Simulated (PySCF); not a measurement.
**C$_{5}$H$_{9}$NOSi: density, localisation and related maps**

```xyz
17

C     3.2086   -0.3018    0.4828
O     1.8163   -0.3218    0.4131
Si    0.8283    0.7865   -0.2242
C    -0.8515    0.0144    0.0974
C    -1.8119   -0.2181   -1.0239
C    -2.0640    0.9078   -0.0604
C    -3.1213    0.7775    0.8740
N    -3.9690    0.6554    1.6350
H     3.5296   -1.1526    1.0842
H     3.5626    0.6222    0.9444
H     3.6449   -0.3805   -0.5154
H     0.9677    2.0900    0.4383
H     1.0570    0.9821   -1.6621
H    -0.9143   -0.6959    0.9136
H    -1.5186    0.0508   -2.0272
H    -2.4659   -1.0769   -0.9736
H    -1.9058    1.9224   -0.4060
```

Geometry: GFN2-xTB.

The calculation used CAM-B3LYP/def2-SVPD, SCF density, gas phase (PySCF 2.14.0).

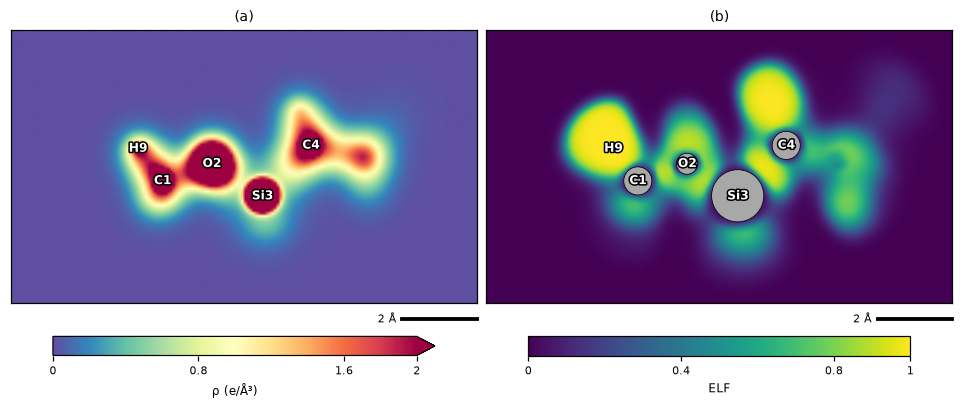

Figure 1. (a) electron density; (b) ELF on the plane of atoms O2, C1 and H9. Grey discs cover the atomic cores in the ELF map.

Question: What do the fields say about this system?

Answer:
- The section cuts through C, O, Si and H sites.
- C–O (1.39 Å): ρ is about 2.1 e/Å³ halfway, with its minimum of 1.7 e/Å³ about 0.5 Å from C; the ELF peaks at about 0.90 between the atoms (a polar covalent bond).
- Si–O (1.62 Å): ρ at the midpoint is about 1.2 e/Å³; the ELF peaks at about 0.85 between the atoms: a short, strongly polar bond.
- C–Si (1.88 Å): the density is about 0.98 e/Å³ at the midpoint; the ELF peaks at about 1 between the atoms: a shared electron pair.
- C–H (1.09 Å): ρ is about 2 e/Å³ halfway; the ELF climbs to about 1 towards the hydrogen, as it does in any bond to H (an ordinary covalent bond to hydrogen).
- The ELF also peaks beside O2, away from the bonds: lone-pair regions.

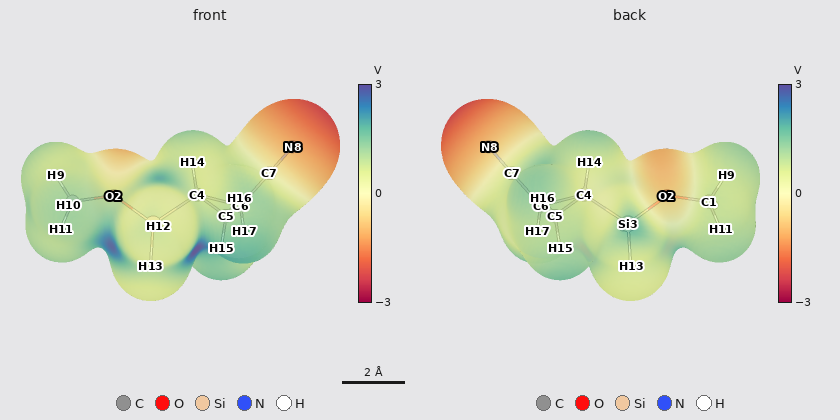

Figure 2. The electrostatic potential painted on the density surface at 0.004 e/bohr³, seen from the front and from behind; the colour scale runs from red (negative) to blue (positive).

Question: Describe the electrostatic potential map.

Answer: The most negative region (about −2.2 V) lies over N8, the most positive (about +2.7 V) over Si3. N8 is the likeliest acceptor of a hydrogen bond.

Question: How polar is the molecule by this calculation?

Answer: Its dipole moment is 5.15 D.
